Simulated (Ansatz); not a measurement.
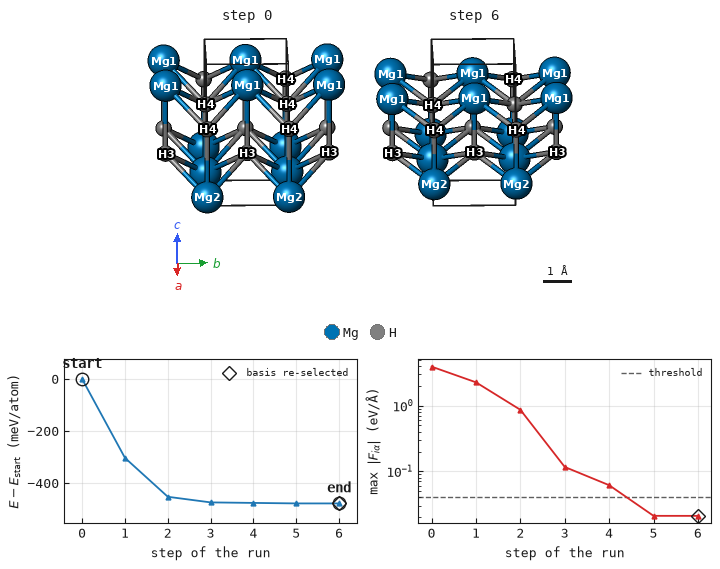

First and last geometry of a relaxation of a crystal of MgH (a generated structure, set up in P4/nmm) (coarse preliminary run), with the history of the run. A ball-and-stick model of the cell of the calculation, seen from a free direction.

These are results of DFT PBE, scalar-relativistic, plane waves, PAW (Ansatz 0.2.0), not measurements.

Input
```yaml
crystal:
  lattice:
    - [2.97423231, 0.0, 0.0]
    - [0.0, 2.97423231, 0.0]
    - [0.0, 0.0, 5.39593652]
  atoms:
    - { symbol: Mg, position: [0.0, 0.5, 0.85157967] }
    - { symbol: Mg, position: [0.5, 0.0, 0.14842033] }
    - { symbol: H, position: [0.0, 0.5, 0.37143359] }
    - { symbol: H, position: [0.5, 0.0, 0.62856641] }
basis:
  ecutwfc: 420
kpoints:
  mp_grid: { grid: [6, 6, 4] }
hamiltonian:
  xc: pbe
scf:
  occupations: { method: gaussian, width: 0.1 }
  lower_state_search: "off"
output:
  forces: true
  stress: true
  eigenvalues: true
relax:
  adjacent_minimum: "off"
  f_tol: 0.04
  max_steps: 70
  cell: { stress_tol: 0.4 }
```

Run as
```bash
ansatz run input.yaml --threads 1 --pin off --max-ram 2048MiB --backend cpu --events-out ev --progress --plain --runs-dir out
```

Question: Did the run converge, and what did it change?

Answer: It converged. The largest moves relative to the cell, 0.51 Å, are those of Mg1 and Mg2. Mg1 goes along −c. Largest moves by element: Mg 0.51 Å, H 0.02 Å. The drawn cell changes as follows: a = b 2.974 → 2.984 Å (+0.3 %), c 5.396 → 5.397 Å (0.0 %); the volume changes by +0.7 %. Some distances before and after: Mg1–Mg2 2.644 → 3.362 Å, Mg1–H3 2.591 → 2.061 Å, Mg1–H4 2.423 → 2.229 Å. The space group stays P4/nmm (No. 129). Over 5 accepted moves (6 points after the start) the energy falls by 478 meV per atom. The largest force component goes from 3.9 to 0.021 eV/Å. Pressure: 7.42 GPa at the start and 0.17 GPa at the end. At 1 point the geometry stayed and the basis and grid were re-selected for the new cell (energy shift of less than 0.05 meV per atom at most each time).
